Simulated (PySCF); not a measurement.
**Excited-state calculation, with input and output: C2H8AlBrS**

C2H8AlBrS, SMILES C[S+](C)[AlH2-][Br], computed with TDDFT wB97X-D/def2-SVPD, vertical, gas phase, core orbitals frozen in the response (PySCF 2.14.0).

The geometry comes from this level: PBE0-D3(BJ)/def2-SVP. It belongs to a series of runs on one base structure; here: H on Al replaced by Br.

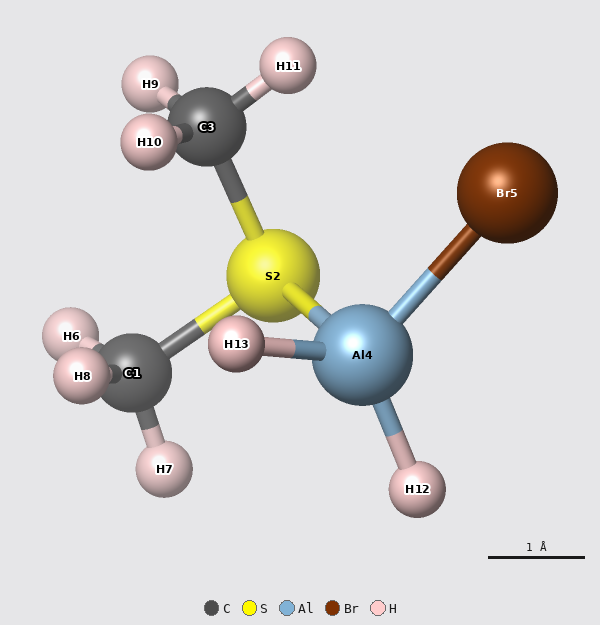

Figure 1. The structure (ball-and-stick view, seen at a tilt; atoms are numbered from 1 in the order of the input). Sticks mark near contacts. Bond lengths as drawn: Al–Br 2.31 Å, Al–H 1.59 to 1.60 Å, Al–S 2.45 Å, C–H 1.10 Å and C–S 1.80 to 1.81 Å.

## Key numbers

- outcome: converged
- total energy: −3295.345599 hartree
- HOMO: −9.33 eV
- LUMO: 1.29 eV
- dipole moment: 5.83 D
- mean polarisability: 97.83 a.u.
- vertical ionisation energy: 9.65 eV
- lowest singlet excitation: 6.49 eV
- hardware: 1 CPU thread, shared host
- wall time: 3.3 min
- peak memory: 1 GiB

Spin–orbit coupling is left out, which matters for the heavy atoms.

## The input
```
{"job": {"kind": "uv", "xc": "wB97X-D", "basis": "def2-SVPD", "ip": true}, "charge": 0, "multiplicity": 1}
C     -1.347887    -1.118428     0.159594
S     -0.388465     0.009460    -0.872941
C     -0.551788     1.554846     0.045090
Al     1.891568    -0.623888    -0.232485
Br     2.951666     1.194976    -1.175743
H     -2.406014    -0.824224     0.145174
H     -1.242112    -2.119810    -0.279183
H     -0.957375    -1.123057     1.187449
H     -1.588227     1.912849    -0.016564
H     -0.242401     1.411377     1.090203
H      0.126092     2.271442    -0.438254
H      2.056284    -2.019823    -0.975746
H      1.703718    -0.542026     1.352861
```

The first line tells a small driver script what to run in PySCF; the rest is the geometry in Å.

Command:
```bash
OMP_NUM_THREADS=1 python <driver script> task.json out
```

## The program's output
```
coarse grid: 50136 points
cycle   1  E = -3295.3153720880  dE = -9.467e-01  |g| = 2.712e-01  |ddm| = 3.869e+00
cycle   2  E = -3295.3397443063  dE = -2.437e-02  |g| = 1.394e-01  |ddm| = 8.044e-01
cycle   3  E = -3295.3453484622  dE = -5.604e-03  |g| = 4.480e-02  |ddm| = 2.966e-01
cycle   4  E = -3295.3457703536  dE = -4.219e-04  |g| = 9.692e-03  |ddm| = 7.011e-02
cycle   5  E = -3295.3457991296  dE = -2.878e-05  |g| = 1.872e-03  |ddm| = 2.584e-02
cycle   6  E = -3295.3458006756  dE = -1.546e-06  |g| = 9.150e-04  |ddm| = 6.066e-03
final grid: 102104 points
cycle   7  E = -3295.3455990624  dE = -1.185e-06  |g| = 7.523e-04  |ddm| = 1.038e-02
cycle   8  E = -3295.3455991327  dE = -7.032e-08  |g| = 5.949e-04  |ddm| = 2.336e-03
cycle   9  E = -3295.3455992174  dE = -8.475e-08  |g| = 5.847e-05  |ddm| = 8.531e-04
cycle  10  E = -3295.3455992189  dE = -1.442e-09  |g| = 2.743e-05  |ddm| = 1.770e-04
cycle  11  E = -3295.3455992191  dE = -2.610e-10  |g| = 5.341e-06  |ddm| = 7.389e-05
```

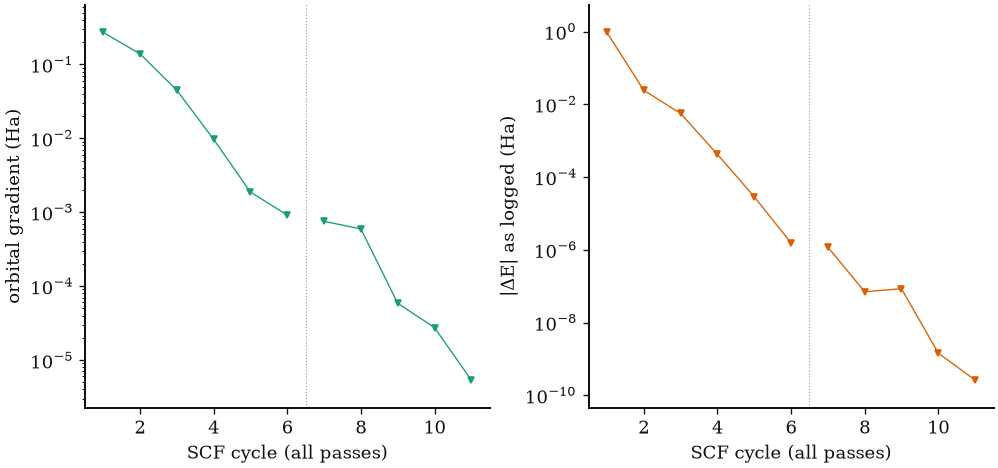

Figure 2. Convergence of the self-consistent field: orbital gradient and size of the energy change against the SCF cycle. The dotted line marks the change from a coarse to the final integration grid. The first 6 cycles use a coarse grid, the final grid takes over at cycle 7, and the field converges after 11 cycles in all.

```
converged SCF energy = -3295.3455992191

Static polarisability (au): isotropic 97.826, principal 83.433 97.458 112.587

Singlet excitations
state   eV       nm        f      main configurations
  1   6.4856    191.2   0.01100   H->L 0.72
  2   6.5157    190.3   0.00421   H-1->L 0.56, H-2->L 0.14
  3   7.0340    176.3   0.00557   H->L+1 0.28, H->L+2 0.19, H->L+5 0.12
  4   7.0984    174.7   0.01715   H-2->L 0.24, H-1->L 0.20, H-1->L+2 0.12
  5   7.4128    167.3   0.03661   H->L+2 0.27, H-1->L+1 0.17, H-2->L 0.13
  6   7.4654    166.1   0.16116   H-1->L+1 0.33, H->L+2 0.17, H-3->L 0.16
  7   7.5768    163.6   0.04320   H->L+4 0.28, H->L+1 0.18, H->L+5 0.16
  8   7.6201    162.7   0.02595   H->L+3 0.22, H-3->L 0.16, H-2->L 0.12
  9   7.7168    160.7   0.01764   H-1->L+3 0.41, H-1->L+4 0.15
 10   7.8297    158.4   0.01962   H-1->L+2 0.21, H-1->L+5 0.14, H-2->L+1 0.13

Triplet excitations (Tamm-Dancoff, eV): 6.1415 6.2260 6.7499 6.8136
Vertical ionisation energy (delta-SCF) = 9.6478 eV
```

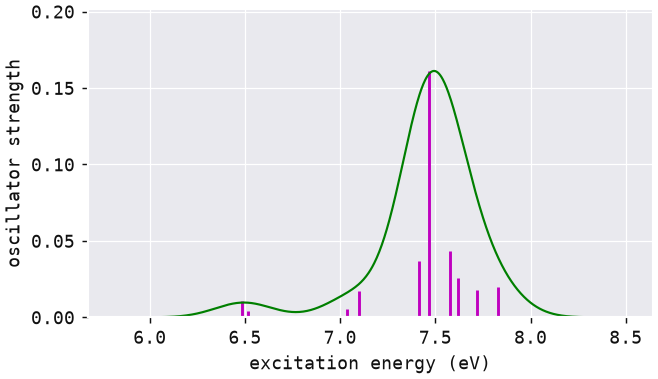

Figure 3. Computed excitations as sticks (degenerate states added up, dark ones marked on the axis), with a Gaussian envelope of 0.35 eV full width at half maximum, scaled to the tallest. Of the 10 states the lowest lies at 6.49 eV (f = 0.011); the strongest line is at 7.47 eV, or 166 nm (f = 0.161).

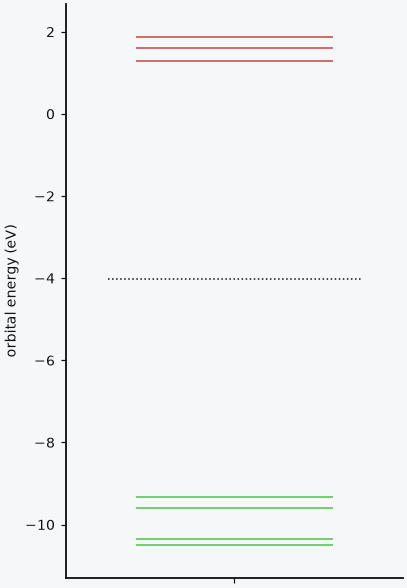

Figure 4. Orbital energies near the frontier; the dotted line parts filled from empty levels, and levels within 0.02 eV of each other stand side by side. Highest filled −9.33 eV, lowest empty 1.29 eV, 10.62 eV apart.
